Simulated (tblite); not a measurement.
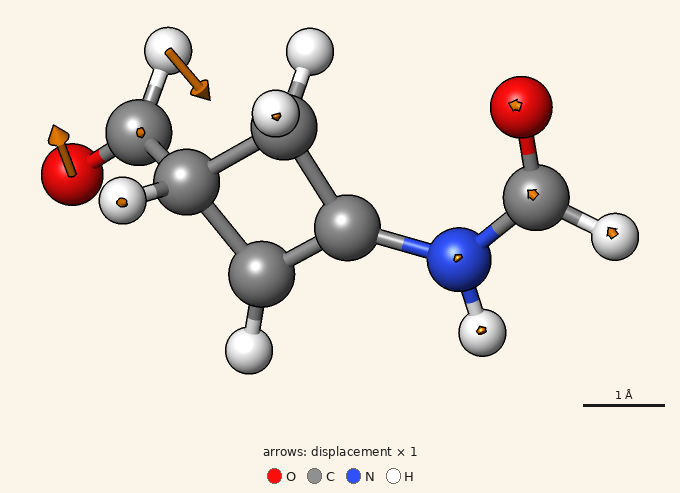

This is a relaxation of C$_{6}$H$_{7}$NO$_{2}$. The starting structure is drawn; orange arrows show the displacements, at their true length. The two geometries are superimposed by the best rigid fit.

A ball-and-stick model, seen at a tilt.

Method: GFN2-xTB geometry optimisation, gas phase (tblite). 

Q: What did the optimiser do to the structure, and how much energy did it gain?

A: The largest move after the best rigid fit is that of an H atom, 0.90 Å. Largest moves by element: H 0.90 Å, O 0.84 Å, C 0.15 Å, N 0.09 Å. Among the contacts that change: C–N 1.455 → 1.380 Å, C–C 1.550 → 1.495 Å, C–O 1.236 → 1.201 Å, C–C 1.534 → 1.500 Å. Among the angles between lasting bonds that change: C–C–C 118.7° → 114.8°, C–C–H 112.2° → 115.7°, O–C–H 118.8° → 121.4°. Groups turn about C–C by about 50°. After 80 geometry steps the energy has fallen by 37.3 kJ/mol. Cost: 0.36 s on 1 thread of Intel(R) Xeon(R) 6975P-C (shared host).
